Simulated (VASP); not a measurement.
```yaml
crystal:
  lattice:
    - [-1.59226, 1.59226, 3.90548]
    - [1.59226, -1.59226, 3.90548]
    - [1.59226, 1.59226, -3.90548]
  atoms:
    - { symbol: Si, position: [0.66522, 0.66522, 0.00000] }
    - { symbol: Si, position: [0.33478, 0.33478, 0.00000] }
    - { symbol: Mo, position: [0.00000, 0.00000, 0.00000] }
```

These are PBE GGA with D4 dispersion, VASP's PBE PAW potentials (set 64) (plane waves; VASP) values and carry that method's errors. Run with 520 eV cut-off, 15×15×15 Γ-centred mesh, tetrahedra with Blöchl corrections, potentials Si Mo_sv.

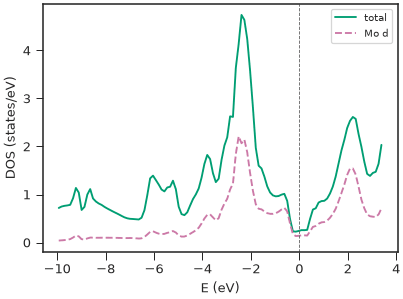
Fig. 1. Total and projected density of states, zero at the Fermi level

Within 2 eV below the Fermi level the largest weight inside VASP's projection spheres is Mo d, then Si p.

It has no gap at this level: it comes out as a metal or semimetal.

The compound is MoSi2 in the MoSi2 type structure. It was relaxed first.
